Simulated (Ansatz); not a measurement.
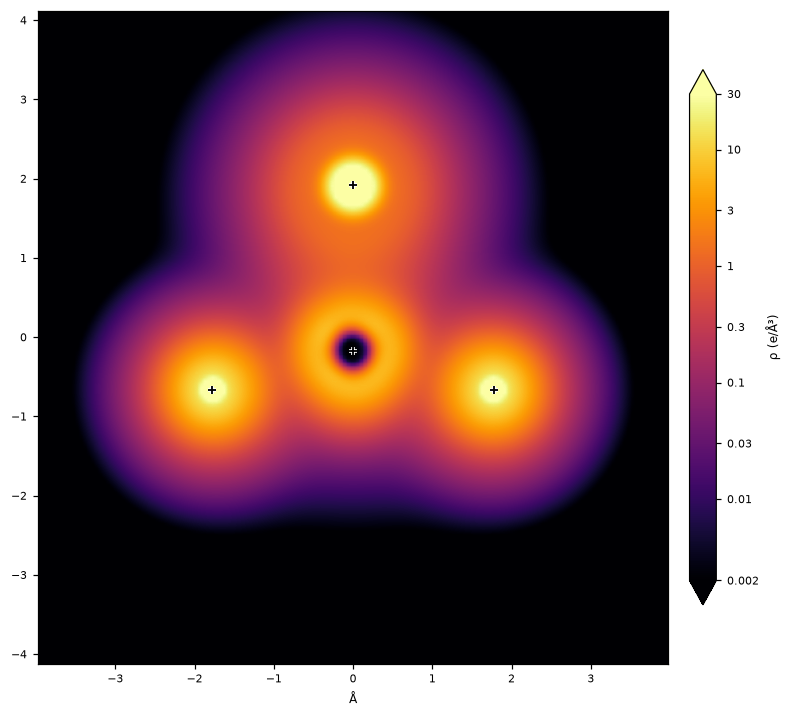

The electron density on a plane through atoms (crosses mark nuclei in the plane).

Theory: isolated molecule in a Gaussian basis; Hartree-Fock in Ansatz 0.2.0.

Candidates:
A. C4H6O2 (SMILES C=CC(=O)OC)
B. F4SW (SMILES [F][W]([F])([F])([F])=[S])
C. PH3 (SMILES P)

Q: Which system is this?

A: Candidate B: F4SW on the plane of atoms F3, W2 and S6, which holds W, F and S. W–F (1.85 Å): ρ at the midpoint is about 1.1 e/Å³. W–S (2.09 Å): ρ at the midpoint is about 1.2 e/Å³.
